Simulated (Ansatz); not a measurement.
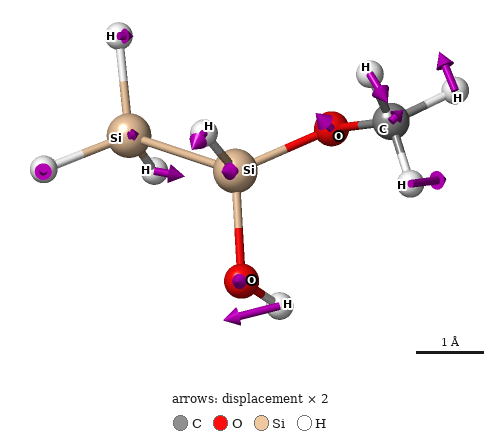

A relaxation of CH8O2Si2 (coarse preliminary run). The starting structure is drawn; purple arrows show the displacements, 2 times their true length. The two geometries are superimposed by the best rigid fit.

The picture is a ball-and-stick view, seen at a tilt.

The start comes from a force field.

Method: RKS PBE-D4/def2-SVP (Ansatz).

Input file:
```yaml
crystal:
  periodic: [false, false, false]
  atoms:
    - {symbol: C, position_ang: [-1.255200, 1.522900, -1.085200]}
    - {symbol: O, position_ang: [-1.047100, 0.427800, -0.288900]}
    - {symbol: Si, position_ang: [0.506200, -0.040200, -0.089700]}
    - {symbol: O, position_ang: [1.085800, -0.832700, -1.455200]}
    - {symbol: Si, position_ang: [0.751400, -1.398700, 1.797500]}
    - {symbol: H, position_ang: [-2.387000, 1.737700, -1.129000]}
    - {symbol: H, position_ang: [-0.820400, 2.471900, -0.669200]}
    - {symbol: H, position_ang: [-0.917500, 1.430600, -2.131500]}
    - {symbol: H, position_ang: [1.383800, 1.187800, 0.113400]}
    - {symbol: H, position_ang: [0.367300, -1.473600, -1.781200]}
    - {symbol: H, position_ang: [-0.069100, -2.632700, 1.673900]}
    - {symbol: H, position_ang: [0.302200, -0.669800, 3.053500]}
    - {symbol: H, position_ang: [2.120000, -1.765800, 2.006500]}
basis:
  gaussian: {orbitals: def2-SVP}
hamiltonian: {xc: pbe, dispersion: d4}
relax: {f_tol: 0.03, max_steps: 200}
```

### What happened in the run?

The largest move after the best rigid fit is that of H8, 0.46 Å. Largest moves by element: H 0.46 Å, O 0.20 Å, Si 0.17 Å, C 0.13 Å. Some distances before and after: Si5–H13 1.432 → 1.507 Å, C1–O2 1.370 → 1.418 Å, O2–Si3 1.634 → 1.681 Å, C1–H6 1.153 → 1.109 Å. Bond angles that change, for instance: O2–Si3–Si5 111.4° → 103.3°, Si5–Si3–H9 107.5° → 115.3°, C1–O2–Si3 116.4° → 123.4°. Groups turn about Si3–O4 by about 30°. The energy falls by 7.74 kcal/mol in 10 geometry steps. Largest force component: 2.3 eV/Å at the start, 0.0024 eV/Å at the end. The run took of the order of 70 core-seconds on a shared host.
